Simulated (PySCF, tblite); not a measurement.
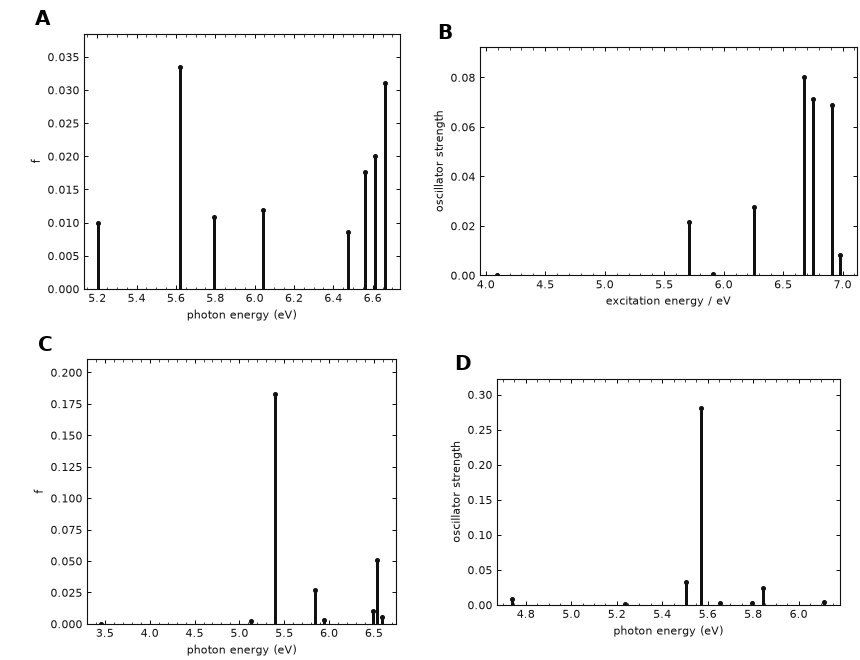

Vertical TDDFT excitations, B3LYP/def2-SVPD with PySCF 2.14.0, at a GFN2-xTB geometry (a minimum by its frequencies), gas phase. Each panel shows the lowest singlet states that were computed.

Question: Which panel belongs to which molecule?
1. C₃H₁₀BrNSi₂, SMILES CN[Si@@H]([SiH3])/C=C/Br
2. C₃H₁₀BrNSi₂, SMILES C=N[Si@@](C)(Br)C[SiH3]
3. C₃H₁₀BrNSi₂, SMILES N[Si@H]([SiH2]Br)C1CC1
4. C₃H₆O₂SSi, SMILES O[SiH2][C@@H]1COC1=S

Answer: A: 3 (S1 at 5.20 eV, brightest at 5.62 eV)
B: 2 (S1 at 4.09 eV, brightest at 6.67 eV)
C: 4 (S1 at 3.46 eV, brightest at 5.39 eV)
D: 1 (S1 at 4.74 eV, brightest at 5.57 eV)

Limits of at least one run: core orbitals are frozen in the response; one conformer of a flexible molecule; spin-orbit coupling is left out, and with Br it can shift these levels and split any degenerate set; states above the negative HOMO energy depend on the basis; the tight-binding geometry is rougher than a DFT one and adds to the error.
